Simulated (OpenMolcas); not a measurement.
Multiconfigurational calculation for Ag³⁺ complex (part 2 of 2)

Continued. System: Ag³⁺ with 8 ligands (F; cube, 2.251 Å), embedded in CaF2 by model potentials and point charges, whose field is part of the energies. Method: state-averaged CASSCF, active space 8 electrons in the shell 4d, basis ANO-RCC-VTZP on the metal and ANO-RCC-VDZP on the ligands, DKH2 scalar Hamiltonian, spin-orbit coupling by RASSI with atomic mean-field integrals (OpenMolcas).

## Log (extracts), continued
```
--- RASSI ---
SPIN-FREE ENERGIES:
  (Shifted by EMIN (a.u.) =      -6109.8847808093)

 SF State       Relative EMIN(au)   Rel lowest level(eV)    D:o, cm**(-1)

     1             0.0000000000        0.0000000000              0.0000
     2             0.0000000000        0.0000000000              0.0000
     3             0.0000000000        0.0000000000              0.0000
     4             0.0393284291        1.0701810758           8631.5925
     5             0.0393284291        1.0701810758           8631.5925
     6             0.0393284291        1.0701810758           8631.5925
    11             0.0483278162        1.3150668723          10606.7296
    12             0.0483278162        1.3150668723          10606.7296
    13             0.0579300598        1.5763572322          12714.1785
    14             0.0579300598        1.5763572322          12714.1785
    15             0.0579300603        1.5763572459          12714.1786
     7             0.0859749759        2.3394982765          18869.3261
     9             0.0903730634        2.4591763331          19834.5948
    10             0.0903730634        2.4591763331          19834.5948
     8             0.0903730634        2.4591763331          19834.5948
    16             0.1020125234        2.7759021751          22389.1610
    17             0.1020125234        2.7759021751          22389.1610
    18             0.1020125234        2.7759021751          22389.1610
    19             0.1068960409        2.9087894560          23460.9692
    20             0.1124785044        3.0606960277          24686.1783
    21             0.1124785044        3.0606960277          24686.1783
    22             0.1124785044        3.0606960277          24686.1783
    23             0.1555501616        4.2327355266          34139.3144
    24             0.1555501616        4.2327355266          34139.3144
    25             0.2416265067        6.5749922013          53030.8885
     Dipole printing threshold changed to   1.00000000E+00
Eigenvalues of complex Hamiltonian:
   -----------------------------------
  (Shifted by EMIN (a.u.) =      -6109.8847808093)

 SO State       Relative EMIN(au)   Rel lowest level(eV)    D:o, cm**(-1)

     1            -0.0111096411        0.0000000000              0.0000
     2            -0.0068377176        0.1162449621            937.5788
     3            -0.0068377176        0.1162449620            937.5788
     4            -0.0068377176        0.1162449621            937.5788
     5            -0.0001610388        0.2979266485           2402.9405
     6            -0.0001610387        0.2979266491           2402.9405
     7             0.0029667118        0.3830370769           3089.4024
     8             0.0029667118        0.3830370772           3089.4024
     9             0.0029667118        0.3830370767           3089.4024
    10             0.0353790036        1.2650204680          10203.0782
    11             0.0353790037        1.2650204705          10203.0782
    12             0.0353790036        1.2650204678          10203.0782
    13             0.0385100598        1.3502208482          10890.2656
    14             0.0385100598        1.3502208480          10890.2656
    15             0.0385100598        1.3502208481          10890.2656
    16             0.0397806018        1.3847940561          11169.1173
    17             0.0397806018        1.3847940556          11169.1173
    18             0.0430279358        1.4731585172          11881.8247
    19             0.0479476040        1.6070295081          12961.5671
    20             0.0479476040        1.6070295075          12961.5671
    21             0.0602523144        1.9418577368          15662.1389
    22             0.0602523144        1.9418577363          15662.1389
    23             0.0602523148        1.9418577461          15662.1390
    24             0.0857661052        2.6361233506          21261.7687
    25             0.0857661052        2.6361233523          21261.7687
    26             0.0857661052        2.6361233515          21261.7687
    27             0.0884456881        2.7090385176          21849.8692
    28             0.0884456882        2.7090385194          21849.8692
    29             0.0884456882        2.7090385206          21849.8692
    30             0.0887650874        2.7177298157          21919.9692
    31             0.0887650875        2.7177298161          21919.9692
    32             0.0924101666        2.8169174733          22719.9716
    33             0.0937800409        2.8541936526          23020.6243
    34             0.0937800409        2.8541936524          23020.6243
    35             0.0937800409        2.8541936525          23020.6243
    36             0.1065087350        3.2005590640          25814.2498
    37             0.1065087351        3.2005590649          25814.2498
    38             0.1065087350        3.2005590630          25814.2497
    39             0.1103296676        3.3045319357          26652.8475
    40             0.1130281071        3.3779602139          27245.0865
    41             0.1130281071        3.3779602139          27245.0865
Weights of the five most important spin-orbit-free states for each spin-orbit state.

 SO State  Total energy (au)           Spin-free states, spin, and weights
 -------------------------------------------------------------------------------------------------------
    1        -0.011110       1 1.0  0.3315    3 1.0  0.3315    2 1.0  0.3315   19 0.0  0.0042   10 1.0  0.0004
    2        -0.006838       2 1.0  0.4824    3 1.0  0.4738    4 1.0  0.0141    1 1.0  0.0122    5 1.0  0.0071
    3        -0.006838       1 1.0  0.4841    3 1.0  0.4341    2 1.0  0.0502    5 1.0  0.0112    6 1.0  0.0110
    4        -0.006838       1 1.0  0.4721    2 1.0  0.4358    3 1.0  0.0604    6 1.0  0.0101    5 1.0  0.0099
    5        -0.000161       3 1.0  0.4331    2 1.0  0.4219    5 1.0  0.0458    6 1.0  0.0372    1 1.0  0.0259
    6        -0.000161       1 1.0  0.5614    2 1.0  0.1653    3 1.0  0.1542    4 1.0  0.0504    6 1.0  0.0281
    7         0.002967       3 1.0  0.4016    2 1.0  0.3689    1 1.0  0.1863    4 1.0  0.0150    6 1.0  0.0148
    8         0.002967       1 1.0  0.4491    3 1.0  0.4001    2 1.0  0.1077    5 1.0  0.0146    6 1.0  0.0115
    9         0.002967       2 1.0  0.4803    1 1.0  0.3214    3 1.0  0.1552    5 1.0  0.0153    4 1.0  0.0111
   10         0.035379       6 1.0  0.3787    4 1.0  0.3055   13 0.0  0.1586    5 1.0  0.0849    7 1.0  0.0297
   11         0.035379       5 1.0  0.3202    4 1.0  0.2398    6 1.0  0.2091   15 0.0  0.1760    7 1.0  0.0297
   12         0.035379       5 1.0  0.3641    4 1.0  0.2238    6 1.0  0.1813   14 0.0  0.1588    7 1.0  0.0297
```

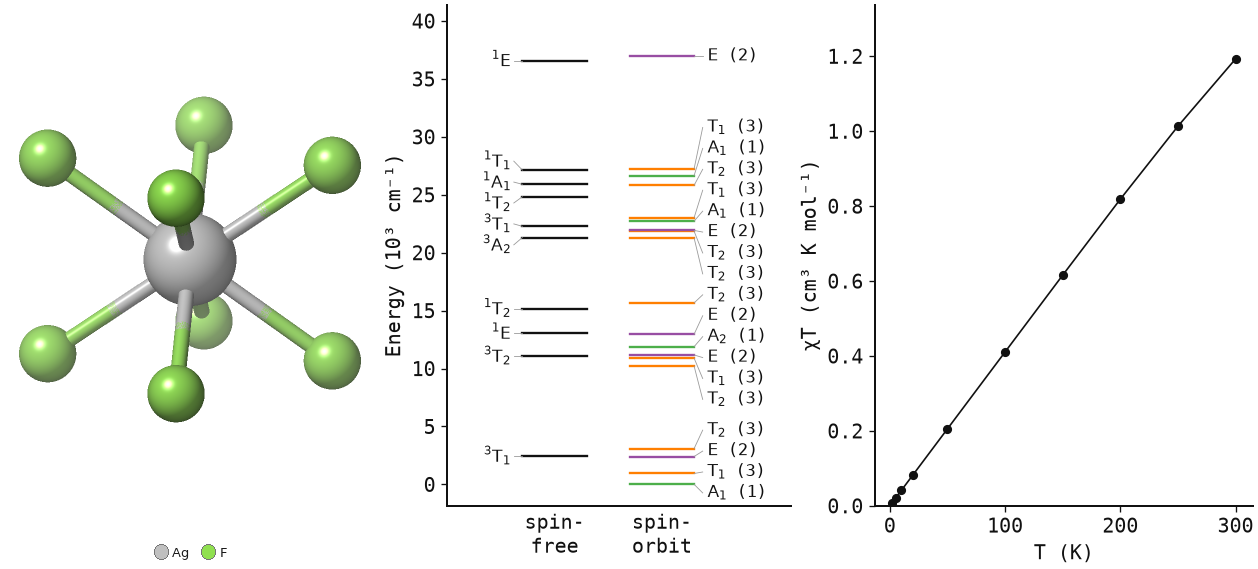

**Figure 2.** Ag³⁺ (4d⁸) as a dopant in CaF₂, a cluster with its 8 nearest F⁻ at 2.251 Å (cube) embedded in model potentials and point charges; the geometry was set, not optimised, and its levels and susceptibility. Labels give the representation in O, Td, D4 or D3 as the site allows (double group for half-integer spin) where it could be assigned and, in brackets, the degeneracy; spin-free states, where drawn, share the zero of the spin-orbit levels. Powder susceptibility by Van Vleck's formula. The ground level is A₁, non-degenerate, 100 % from states of spin multiplicity 3. The next level lies at 938 cm⁻¹ (T₁). The lowest spin-free state is ³T₁; of the same spin there follow at 8,630 cm⁻¹ (³T₂), 18,900 cm⁻¹ (³A₂) and 19,800 cm⁻¹ (³T₁) above it. χT is 0.00821 cm³ K mol⁻¹ at 2 K and 1.19 at 300 K, an effective moment of 3.09 μB. The active orbitals hold 80 to 95 % metal character (Löwdin), and the Mulliken charge of the metal is +1.98.

## Input
```
&GATEWAY
Basis set
Ag.ANO-RCC-VTZP.
Ag1 0.0 0.0 0.0 Angstrom
End of basis
Basis set
F.ANO-RCC-VDZP.
L1 1.299615 1.299615 1.299615 Angstrom
L2 1.299615 1.299615 -1.299615 Angstrom
L3 1.299615 -1.299615 1.299615 Angstrom
L4 1.299615 -1.299615 -1.299615 Angstrom
End of basis
Basis set
Ca.EMB-AIMP.Pascual.0s.0s.ECP.CaF2.
PseudoCharge
* 21 symmetry-unique lattice sites within 7.6 angstrom
End of basis
Basis set
F.EMB-AIMP.Pascual.0s.0s.ECP.CaF2.
PseudoCharge
* 40 symmetry-unique lattice sites within 7.6 angstrom
End of basis
Symmetry
XYZ
AngMom=0.0 0.0 0.0
AMFI
RICD
XField
1348 Angstrom 0
* Evjen-weighted lattice charges
&SEWARD
&RASSCF
FileOrb=start.orb
Symmetry=1
Spin=3
nActEl=8 0 0
Inactive=29 29
Ras2=5 0
CIRoot=10 10 1
SDav=10
CIMx=300
Iter=150 100
PrWF=0.3
OrbListing=Nothing
MaxOrb=0
LevShft=1.0
>>> COPY $Project.JobIph JOB001
&RASSCF
FileOrb=start.orb
Symmetry=1
Spin=1
nActEl=8 0 0
Inactive=29 29
Ras2=5 0
CIRoot=15 15 1
SDav=15
CIMx=300
Iter=150 100
PrWF=0.3
OrbListing=Nothing
MaxOrb=0
LevShft=1.0
>>> COPY $Project.JobIph JOB002
&RASSI
NrOfJobIphs=2 10 15
1 2 3 4 5 6 7 8 9 10
1 2 3 4 5 6 7 8 9 10 11 12 13 14 15
IphNames
JOB001
JOB002
EJob
SpinOrbit
DIPRint=1.0
SOCoupling=1000.0
Subsets=2
Property=9
'ANGMOM' 1 'ANGMOM' 2 'ANGMOM' 3 'MLTPL  1' 1 'MLTPL  1' 2 'MLTPL  1' 3
'AMFI' 1 'AMFI' 2 'AMFI' 3
SOProperty=3
'ANGMOM' 1 'ANGMOM' 2 'ANGMOM' 3
```

The file start.orb holds starting orbitals from an earlier step. A driver script formed the levels outside the program, from RASSI's spin-orbit matrix and the active-space energies, averaged over the components of each term or state.

Run as:
```bash
OMP_NUM_THREADS=1 MOLCAS_MEM=2457 MOLCAS_PROJECT=a pymolcas a.inp > a.log  # once for each step of the input, in one work folder
```

## Results in brief

- outcome: converged
- energy of the lowest spin-free term: −6109.88478 hartree
- energy of the lowest spin-orbit level: −6109.89589 hartree
- largest spread among components of a term: 0.0 cm⁻¹
- hardware: 1 thread of Arm Neoverse V1, 24 GiB of memory available, shared host
- wall time: 55 s
- peak memory: 0.4 GiB

## Notes

Without dynamic correlation the splittings between terms come out too large, often by 20 to 50 %. To bear in mind: the geometry is set by hand, with no relaxation.
